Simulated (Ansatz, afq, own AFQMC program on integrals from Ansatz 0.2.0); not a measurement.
# BH4 (doublet): quantum Monte Carlo beside coupled cluster at scale of all distances = 1.526, 6-31G, part 1 of 2

How near does AFQMC come to the top of the ladder for BH4 (doublet)?

The runs use Ansatz 0.2.0, Gaussian basis, and an in-house AFQMC program (afq) on its integrals; all values are calculated; 6-31G, frozen cores.

To be run: Full CI; PBE (unrestricted); r2SCAN (unrestricted); PBE0 (unrestricted); B3LYP (unrestricted); wB97M-V (unrestricted); B2PLYP (unrestricted); CCSD(T) on UHF; Full CI; Full CI (quartet); CCSDT(Q) on UHF; CCSDTQ on UHF; Phaseless AFQMC, CISD trial on UHF; Phaseless AFQMC, CID trial on UHF; Phaseless AFQMC, CID trial on UHF; CCSD(T) on ROHF; Full CI; CCSDT(Q) on ROHF; CCSDTQ on ROHF; Phaseless AFQMC, CISD trial on ROHF; Phaseless AFQMC, CID trial on ROHF.

6 further runs of the same task are left out: 6 that didn't finish.

## Step 1: The system

The geometry derives from a PBE0/def2-TZVP stationary point (not a proven minimum). All distances are scaled together.

5 atoms, charge 0, spin multiplicity 2.

Atoms are counted from 1 here; the program's logs count them from 0.

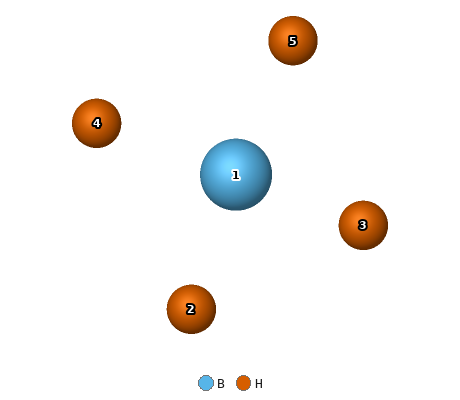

The structure; boron blue, hydrogen orange; atoms are numbered from 1 in the order of the file.

## Step 2: Full CI

Input file in.yaml:

```yaml
crystal:
  periodic: [false, false, false]
  atoms:
    - {symbol: B, position_ang: [0.000000, 0.000000, 0.000000]}
    - {symbol: H, position_ang: [0.632809, 1.239868, 1.237056]}
    - {symbol: H, position_ang: [-0.647523, -1.232541, 1.236764]}
    - {symbol: H, position_ang: [-0.629951, 1.233995, -1.244366]}
    - {symbol: H, position_ang: [0.644665, -1.241321, -1.229454]}
basis:
  gaussian: {orbitals: 6-31G}
magnetization: {spin_polarized: false, initial_magnetization: 1}
correlation: {method: fci, electrons: outside_noble_gas}
```

Run with:

```
ansatz run in.yaml --threads 1 --pin off --events-out ev --progress --plain --max-ram 24576MiB --backend cuda --devices 0, --max-vram 18GiB
```

The program printed (excerpt; [...] marks lines left out):

```text
Functional definition: HF
  name "HF"
  cite "Fock, Z. Phys. 61, 126 (1930) doi:10.1007/BF01340294"
  parent pbe
[...]
402 factors; integrals over basis functions are off by at most 2.0e-8 eV
[...]
mean field -723.20176248 eV, -26.5771745675 hartree, gradient 8.0e-6 eV, S^2 0.750000; 4 other end points of the search recorded, 0 dependent functions left out
unrestricted determinant -723.99911563 eV, -26.6064767551 hartree, S^2 1.3474
1 core orbitals not correlated: weight in the atoms' cores, before any rotation towards them, 1.000 or more for the frozen orbitals, at most 0.000 for the correlated occupied ones
reference -723.10762194 eV, -26.5737149663 hartree; 4, 3 occupied and 12, 13 virtual orbitals, 402 factors
state -727.58390952 eV, -26.7382155007 hartree
Total energy: -727.58390952 eV, -26.7382155007 hartree
```

Run time: 14 s. Hardware: 1 × NVIDIA H100 80GB HBM3 with 1 thread of AMD EPYC 7R13 (Zen 3), shared host.

From the report: 254,368 determinants, symmetry A1.

## Step 3: PBE (unrestricted)

Changes to in.yaml since step 2:

```diff
@@ -10,3 +10,4 @@
   gaussian: {orbitals: 6-31G}
-magnetization: {spin_polarized: false, initial_magnetization: 1}
-correlation: {method: fci, electrons: outside_noble_gas}
+magnetization: {spin_polarized: true, initial_magnetization: 1}
+hamiltonian: {xc: {name: PBE}}
+output: {orbitals: {seedname: orbitals}}
```

Run with:

```
ansatz run in.yaml --threads 1 --pin off --events-out ev --progress --plain --max-ram 8192MiB --backend cpu
```

The program printed (excerpt; [...] marks lines left out):

```text
Functional definition: PBE
  name "PBE"
  cite "Perdew, Burke & Ernzerhof, Phys. Rev. Lett. 77, 3865 (1996) doi:10.1103/PhysRevLett.77.3865"
  parent pbe
[...]
254 factors; integrals over basis functions are off by at most 2.6e-4 eV
[...]
mean field -730.25504718 eV, -26.8363779992 hartree, gradient 1.9e-5 eV, S^2 0.763302; 4 other end points of the search recorded, 0 dependent functions left out
reference -730.25507372 eV, -26.8363789744 hartree; 5, 4 occupied and 12, 13 virtual orbitals, 254 factors
Total energy: -730.25507372 eV, -26.8363789744 hartree
```

Wall time 0.48 s (1 thread of AMD EPYC 7R13 (Zen 3), shared host).

From the report: ⟨S²⟩ of the determinant 0.763 (pure doublet: 0.75).

## Step 4: r2SCAN (unrestricted)

Changes to in.yaml since step 3:

```diff
@@ -11,3 +11,2 @@
 magnetization: {spin_polarized: true, initial_magnetization: 1}
-hamiltonian: {xc: {name: PBE}}
-output: {orbitals: {seedname: orbitals}}
+hamiltonian: {xc: {name: r2SCAN}}
```

Launched as before.

The program printed (excerpt; [...] marks lines left out):

```text
Functional definition: r2SCAN
  name "r2SCAN"
  cite "Furness, Kaplan, Ning, Perdew & Sun, J. Phys. Chem. Lett. 11, 8208 (2020) doi:10.1021/acs.jpclett.0c02405"
  cite "Furness, Kaplan, Ning, Perdew & Sun, J. Phys. Chem. Lett. 11, 9248 (2020) doi:10.1021/acs.jpclett.0c03077"
  parent r2scan
[...]
254 factors; integrals over basis functions are off by at most 2.6e-4 eV
[...]
mean field -730.76367783 eV, -26.8550698308 hartree, gradient 1.8e-6 eV, S^2 0.794851; 4 other end points of the search recorded, 0 dependent functions left out
reference -730.76368411 eV, -26.8550700617 hartree; 5, 4 occupied and 12, 13 virtual orbitals, 254 factors
Total energy: -730.76368411 eV, -26.8550700617 hartree
```

Wall time 1.1 s (1 thread of AMD EPYC 7R13 (Zen 3), shared host).

From the report: ⟨S²⟩ of the determinant 0.795 (pure doublet: 0.75).

## Step 5: PBE0 (unrestricted)

Changes to in.yaml since step 4:

```diff
@@ -11,2 +11,3 @@
 magnetization: {spin_polarized: true, initial_magnetization: 1}
-hamiltonian: {xc: {name: r2SCAN}}
+hamiltonian: {xc: {name: PBE0}}
+output: {orbitals: {seedname: orbitals}}
```

Same command.

The program printed (excerpt; [...] marks lines left out):

```text
Functional definition: PBE0
  name "PBE0"
  cite "Adamo & Barone, J. Chem. Phys. 110, 6158 (1999) doi:10.1063/1.478522"
  cite "Perdew, Burke & Ernzerhof, Phys. Rev. Lett. 77, 3865 (1996) doi:10.1103/PhysRevLett.77.3865"
  parent pbe
[...]
254 factors; integrals over basis functions are off by at most 2.6e-4 eV
[...]
mean field -729.95736077 eV, -26.8254382255 hartree, gradient 7.3e-6 eV, S^2 0.793432; 1 other end points of the search recorded, 0 dependent functions left out
reference -729.95738095 eV, -26.8254389669 hartree; 5, 4 occupied and 12, 13 virtual orbitals, 254 factors
Total energy: -729.95738095 eV, -26.8254389669 hartree
```

Wall time 0.33 s (1 thread of AMD EPYC 7R13 (Zen 3), shared host).

From the report: ⟨S²⟩ of the determinant 0.793 (pure doublet: 0.75).

## Step 6: B3LYP (unrestricted)

Changes to in.yaml since step 5:

```diff
@@ -11,3 +11,2 @@
 magnetization: {spin_polarized: true, initial_magnetization: 1}
-hamiltonian: {xc: {name: PBE0}}
-output: {orbitals: {seedname: orbitals}}
+hamiltonian: {xc: {name: B3LYP}}
```

Same command.

The program printed (excerpt; [...] marks lines left out):

```text
Functional definition: B3LYP
  name "B3LYP"
  cite "Stephens, Devlin, Chabalowski & Frisch, J. Phys. Chem. 98, 11623 (1994) doi:10.1021/j100096a001"
  cite "Becke, Phys. Rev. A 38, 3098 (1988) doi:10.1103/PhysRevA.38.3098"
  cite "Lee, Yang & Parr, Phys. Rev. B 37, 785 (1988) doi:10.1103/PhysRevB.37.785"
  cite "Vosko, Wilk & Nusair, Can. J. Phys. 58, 1200 (1980) doi:10.1139/p80-159"
[...]
254 factors; integrals over basis functions are off by at most 2.6e-4 eV
[...]
mean field -731.62460685 eV, -26.8867083887 hartree, gradient 1.1e-5 eV, S^2 0.789286; 1 other end points of the search recorded, 0 dependent functions left out
reference -731.62482189 eV, -26.8867162914 hartree; 5, 4 occupied and 12, 13 virtual orbitals, 254 factors
Total energy: -731.62482189 eV, -26.8867162914 hartree
```

Run time: 0.33 s. Hardware: 1 thread of AMD EPYC 7R13 (Zen 3), shared host.

From the report: ⟨S²⟩ of the determinant 0.789 (pure doublet: 0.75).

## Step 7: wB97M-V (unrestricted)

Changes to in.yaml since step 6:

```diff
@@ -11,2 +11,3 @@
 magnetization: {spin_polarized: true, initial_magnetization: 1}
-hamiltonian: {xc: {name: B3LYP}}
+hamiltonian: {xc: {name: wB97M-V}}
+output: {orbitals: {seedname: orbitals}}
```

Same command.

The program printed (excerpt; [...] marks lines left out):

```text
Functional definition: wB97M-V
  name "wB97M-V"
  cite "Mardirossian & Head-Gordon, J. Chem. Phys. 144, 214110 (2016) doi:10.1063/1.4952647"
  cite "Becke, J. Chem. Phys. 107, 8554 (1997) doi:10.1063/1.475007"
  cite "Vydrov & Van Voorhis, J. Chem. Phys. 133, 244103 (2010) doi:10.1063/1.3521275"
  # Of w^i u^j: cxij and so on, Table III.
[...]
  gx(w, u) = 1 - cx + cx01*u + cx10*w
[...]
254 factors; integrals over basis functions are off by at most 2.6e-4 eV
91 factors; integrals over basis functions are off by at most 1.2e-5 eV
[...]
mean field -729.88008834 eV, -26.8225985160 hartree, gradient 3.2e-5 eV, S^2 0.791772; 1 other end points of the search recorded, 0 dependent functions left out
reference -729.88011405 eV, -26.8225994608 hartree; 5, 4 occupied and 12, 13 virtual orbitals, 254 factors
Total energy: -729.88011405 eV, -26.8225994608 hartree
```

Run time: 1.2 s. Hardware: 1 thread of AMD EPYC 7R13 (Zen 3), shared host.

From the report: ⟨S²⟩ of the determinant 0.792 (pure doublet: 0.75).

## Step 8: B2PLYP (unrestricted)

Changes to in.yaml since step 7:

```diff
@@ -11,3 +11,3 @@
 magnetization: {spin_polarized: true, initial_magnetization: 1}
-hamiltonian: {xc: {name: wB97M-V}}
-output: {orbitals: {seedname: orbitals}}
+hamiltonian: {xc: {name: B2PLYP}}
+correlation: {electrons: outside_noble_gas}
```

The command is unchanged.

The program printed (excerpt; [...] marks lines left out):

```text
Functional definition: B2PLYP
  name "B2PLYP"
  cite "Grimme, J. Chem. Phys. 124, 034108 (2006) doi:10.1063/1.2148954"
  cite "Becke, Phys. Rev. A 38, 3098 (1988) doi:10.1103/PhysRevA.38.3098"
  cite "Lee, Yang & Parr, Phys. Rev. B 37, 785 (1988) doi:10.1103/PhysRevB.37.785"
[...]
254 factors; integrals over basis functions are off by at most 2.6e-4 eV
[...]
mean field -728.53531665 eV, -26.7731790681 hartree, gradient 5.9e-6 eV, S^2 0.897193; 2 other end points of the search recorded, 0 dependent functions left out
1 core orbitals not correlated: weight in the atoms' cores, before any rotation towards them, 1.000 or more for the frozen orbitals, at most 0.000 for the correlated occupied ones
reference -728.53545486 eV, -26.7731841469 hartree; 4, 3 occupied and 12, 13 virtual orbitals, 254 factors
second order -3.09786001 eV of doubles, -0.00000000 eV of singles
Total energy: -729.37187706 eV, -26.8039220959 hartree
```

It took 0.42 s on 1 thread of AMD EPYC 7R13 (Zen 3), shared host.

From the report: ⟨S²⟩ of the determinant 0.897 (pure doublet: 0.75).

## Step 9: CCSD(T) on UHF

Changes to in.yaml since step 8:

```diff
@@ -11,3 +11,2 @@
 magnetization: {spin_polarized: true, initial_magnetization: 1}
-hamiltonian: {xc: {name: B2PLYP}}
-correlation: {electrons: outside_noble_gas}
+correlation: {method: ccsd_t, electrons: outside_noble_gas, hamiltonian_folder: ham}
```

Run with:

```
ansatz run in.yaml --threads 1 --pin off --events-out ev --progress --plain --max-ram 24576MiB --backend cuda --devices 0, --max-vram 18GiB
```

The program printed (excerpt; [...] marks lines left out):

```text
Functional definition: HF
  name "HF"
  cite "Fock, Z. Phys. 61, 126 (1930) doi:10.1007/BF01340294"
  parent pbe
[...]
254 factors; integrals over basis functions are off by at most 2.6e-4 eV
[...]
mean field -723.99910207 eV, -26.6064762570 hartree, gradient 3.7e-6 eV, S^2 1.347201; 5 other end points of the search recorded, 0 dependent functions left out
determinant -723.99910207 eV, -26.6064762570 hartree, with singles and doubles -727.31926113 eV, -26.7284898517 hartree
[...]
second order -1.57641472 eV of doubles, -0.00000000 eV of singles
cycle   1  -3.32349186 eV  change    7.5e-6 eV  update   2.9e-6
[...]
cycle   3  -3.32347509 eV  change    3.7e-6 eV  update   8.3e-7
perturbative correction -0.13818147 eV, -0.0050780754 hartree
WARN: the results are in doubt because among natural orbitals full CI differs from the method by -0.111 eV
Total energy: -727.46075864 eV, -26.7336897894 hartree
In doubt: among natural orbitals full CI differs from the method by -0.111 eV
```

Run time: 9.5 s. Hardware: 1 × NVIDIA H100 80GB HBM3 with 1 thread of AMD EPYC 7R13 (Zen 3), shared host.

From the report: ⟨S²⟩ of the determinant 1.347 (pure doublet: 0.75); correlation -3.4617 eV; T1 0.096; largest double amplitude 0.13. The determinant is far from a pure spin state, so its energy mixes those of several spin states (harmless only where they are near-degenerate, as at dissociation). The program marks this result as in doubt; its last lines say why.

This run also writes the integrals to the folder ham.

## Step 10: Full CI

Input file in.yaml:

```yaml
hamiltonian:
  integrals:
    folder: ../ham
correlation: {method: fci}
```

Launched as before.

The program printed:

```text
Functional definition: HF
  name "HF"
  cite "Fock, Z. Phys. 61, 126 (1930) doi:10.1007/BF01340294"
  parent pbe
  exchange = exact_x
  correlation = 0
reference -723.99910207 eV, -26.6064762570 hartree; 4, 3 occupied and 12, 13 virtual orbitals, 254 factors
state -727.58381021 eV, -26.7382118513 hartree
Total energy: -727.58381021 eV, -26.7382118513 hartree
```

Run time: 8.5 s. Hardware: 1 × NVIDIA H100 80GB HBM3 with 1 thread of AMD EPYC 7R13 (Zen 3), shared host.

From the report: 254,368 determinants.

## Step 11: Full CI (quartet)

Input file in.yaml:

```yaml
crystal:
  periodic: [false, false, false]
  atoms:
    - {symbol: B, position_ang: [0.000000, 0.000000, 0.000000]}
    - {symbol: H, position_ang: [0.632809, 1.239868, 1.237056]}
    - {symbol: H, position_ang: [-0.647523, -1.232541, 1.236764]}
    - {symbol: H, position_ang: [-0.629951, 1.233995, -1.244366]}
    - {symbol: H, position_ang: [0.644665, -1.241321, -1.229454]}
basis:
  gaussian: {orbitals: 6-31G}
magnetization: {spin_polarized: false, initial_magnetization: 3}
correlation: {method: fci, electrons: outside_noble_gas}
```

Same command.

The program printed (excerpt; [...] marks lines left out):

```text
Functional definition: HF
  name "HF"
  cite "Fock, Z. Phys. 61, 126 (1930) doi:10.1007/BF01340294"
  parent pbe
[...]
402 factors; integrals over basis functions are off by at most 2.0e-8 eV
[...]
mean field -721.77305293 eV, -26.5246704598 hartree, gradient 5.2e-6 eV, S^2 3.750000; 3 other end points of the search recorded, 0 dependent functions left out
[...]
1 core orbitals not correlated: weight in the atoms' cores, before any rotation towards them, 1.000 or more for the frozen orbitals, at most 0.000 for the correlated occupied ones
reference -721.77305293 eV, -26.5246704598 hartree; 5, 2 occupied and 11, 14 virtual orbitals, 402 factors
state -724.59093582 eV, -26.6282257462 hartree
Total energy: -724.59093582 eV, -26.6282257462 hartree
```

Run time: 12 s. Hardware: 1 × NVIDIA H100 80GB HBM3 with 1 thread of AMD EPYC 7R13 (Zen 3), shared host.

From the report: 131,040 determinants, symmetry B1.

## Step 12: CCSDT(Q) on UHF

Changes to in.yaml since step 11:

```diff
@@ -10,3 +10,3 @@
   gaussian: {orbitals: 6-31G}
-magnetization: {spin_polarized: false, initial_magnetization: 3}
-correlation: {method: fci, electrons: outside_noble_gas}
+magnetization: {spin_polarized: true, initial_magnetization: 1}
+correlation: {method: ccsdt_q, electrons: outside_noble_gas}
```

The command is unchanged.

The program printed (excerpt; [...] marks lines left out):

```text
Functional definition: HF
  name "HF"
  cite "Fock, Z. Phys. 61, 126 (1930) doi:10.1007/BF01340294"
  parent pbe
[...]
402 factors; integrals over basis functions are off by at most 2.0e-8 eV
[...]
mean field -723.99911566 eV, -26.6064767561 hartree, gradient 3.7e-6 eV, S^2 1.347206; 5 other end points of the search recorded, 0 dependent functions left out
[...]
reference -723.99911566 eV, -26.6064767561 hartree; 4, 3 occupied and 12, 13 virtual orbitals, 402 factors
second order -1.57642829 eV of doubles, -0.00000000 eV of singles
cycle   1  -2.08235319 eV  change   -5.1e-1 eV  update   1.1e-1
[...]
cycle  21  -3.57016897 eV  change    1.8e-7 eV  update   9.8e-8
perturbative correction -0.01177643 eV, -0.0004327757 hartree
Total energy: -727.58106105 eV, -26.7381108215 hartree
```

Run time: 9.5 s. Hardware: 1 × NVIDIA H100 80GB HBM3 with 1 thread of AMD EPYC 7R13 (Zen 3), shared host.

From the report: ⟨S²⟩ of the determinant 1.347 (pure doublet: 0.75); correlation -3.5819 eV; T1 0.104; largest double amplitude 0.15. The determinant is far from a pure spin state, so its energy mixes those of several spin states (harmless only where they are near-degenerate, as at dissociation).

## Step 13: CCSDTQ on UHF

Changes to in.yaml since step 12:

```diff
@@ -11,2 +11,2 @@
 magnetization: {spin_polarized: true, initial_magnetization: 1}
-correlation: {method: ccsdt_q, electrons: outside_noble_gas}
+correlation: {method: ccsdtq, electrons: outside_noble_gas}
```

Launched as before.

The program printed (excerpt; [...] marks lines left out):

```text
Functional definition: HF
  name "HF"
  cite "Fock, Z. Phys. 61, 126 (1930) doi:10.1007/BF01340294"
  parent pbe
[...]
402 factors; integrals over basis functions are off by at most 2.0e-8 eV
[...]
mean field -723.99911566 eV, -26.6064767561 hartree, gradient 3.7e-6 eV, S^2 1.347206; 5 other end points of the search recorded, 0 dependent functions left out
[...]
1 core orbitals not correlated: weight in the atoms' cores, before any rotation towards them, 1.000 or more for the frozen orbitals, at most 0.000 for the correlated occupied ones
reference -723.99911566 eV, -26.6064767561 hartree; 4, 3 occupied and 12, 13 virtual orbitals, 402 factors
second order -1.57642829 eV of doubles, -0.00000000 eV of singles
cycle   1  -2.08235277 eV  change   -5.1e-1 eV  update   1.1e-1
[...]
cycle  21  -3.58383249 eV  change   -1.8e-8 eV  update   2.8e-7
Total energy: -727.58294815 eV, -26.7381801711 hartree
```

Wall time 15 s (1 × NVIDIA H100 80GB HBM3 with 1 thread of AMD EPYC 7R13 (Zen 3), shared host).

From the report: ⟨S²⟩ of the determinant 1.347 (pure doublet: 0.75); correlation -3.5838 eV; T1 0.104; largest double amplitude 0.15. The determinant is far from a pure spin state, so its energy mixes those of several spin states (harmless only where they are near-degenerate, as at dissociation).

## Step 14: Phaseless AFQMC, CISD trial on UHF

It reads the integrals that the CCSD(T) run on this determinant wrote.

Run with:

```
afq ham --method phaseless --trial cisd --walkers 4000 --populations 20 --least-time 60 --time-step 0.005 --steps-per-block 50 --equilibration-blocks 40 --max-blocks 4000 --target-error 0.00032 --factor-cut 1e-05 --start spin_pure --seed 1046 --release-times 0.24,0.51,0.99,1.62,2.4 --release-step 0.03 --release-every 3 --taylor-order 6
```

The program printed:

```text
orbitals 16  electrons 4 3  factors 95 of 254
reference energy -26.60647626 Eh
CCSD correlation -0.12213528 Eh in 13 cycles, weight of the determinant in the CISD state 0.7150
energy of the start -26.711788 Eh
 block  time / (1/Eh)  mean weight  energy / Eh
     1     0.250  1.0001  -26.715554
     2     0.500  1.0000  -26.718627
     3     0.750  1.0002  -26.721092
     4     1.000  0.9999  -26.723447
     5     1.250  1.0000  -26.725226
     6     1.500  1.0002  -26.726521
     7     1.750  1.0000  -26.727811
     8     2.000  1.0001  -26.728730
     9     2.250  1.0001  -26.729099
    10     2.500  0.9999  -26.730407
    11     2.750  0.9999  -26.730777
    13     3.250  0.9998  -26.732658
    15     3.750  0.9999  -26.732970
    17     4.250  0.9999  -26.733639
    19     4.750  1.0000  -26.734289
    21     5.250  1.0001  -26.734180
    23     5.750  1.0001  -26.734696
    25     6.250  1.0000  -26.735167
    27     6.750  1.0002  -26.735224
    29     7.250  1.0001  -26.735717
    31     7.750  0.9999  -26.735809
    33     8.250  1.0000  -26.734804
    35     8.750  0.9997  -26.735481
    37     9.250  0.9999  -26.735352
    39     9.750  0.9999  -26.734712
    41    10.250  0.9999  -26.734564
    43    10.750  1.0002  -26.734399
    45    11.250  0.9999  -26.734420
    47    11.750  1.0000  -26.733964
    49    12.250  0.9999  -26.735238
    51    12.750  0.9998  -26.733584
    53    13.250  1.0000  -26.734211
    55    13.750  0.9999  -26.734552
    57    14.250  1.0000  -26.733833
    59    14.750  0.9997  -26.734638
    61    15.250  1.0000  -26.734621
    63    15.750  0.9999  -26.733786
    65    16.250  1.0002  -26.734793
    67    16.750  1.0001  -26.735276
    69    17.250  1.0001  -26.735205
    71    17.750  1.0001  -26.734870
    73    18.250  1.0002  -26.734234
    75    18.750  1.0002  -26.734694
    77    19.250  1.0000  -26.734968
    79    19.750  1.0001  -26.734734
    81    20.250  1.0001  -26.735702
    83    20.750  1.0000  -26.735935
    85    21.250  1.0000  -26.733178
    87    21.750  1.0001  -26.735625
    89    22.250  0.9997  -26.734946
error from the spread of 20 populations
released: time / (1/Eh)  energy / Eh  error  mean overlap
  0.24  -26.735021  0.000181  0.9998
  0.51  -26.735442  0.000180  1.0004
  0.99  -26.736011  0.000179  0.9990
  1.62  -26.736612  0.000139  0.9992
  2.40  -26.737009  0.000166  1.0021
energy -26.734662 +/- 0.000191 Eh
```

Run time: 18 s. Hardware: 1 × NVIDIA H100 80GB HBM3 with 2 threads of AMD EPYC 7R13 (Zen 3), shared host.

Energy -727.4872 ± 0.0052 eV. Caveats: constraint bias not in the error; large difference.

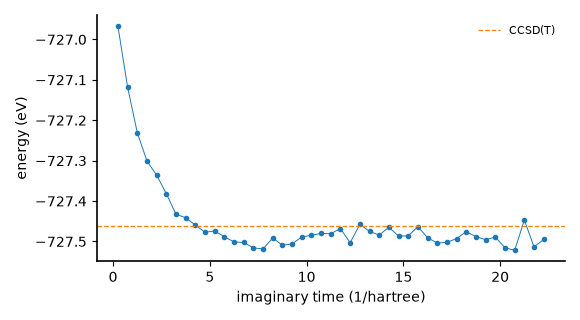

Block energies along the walk.

(Continued in part 2 of 2.)
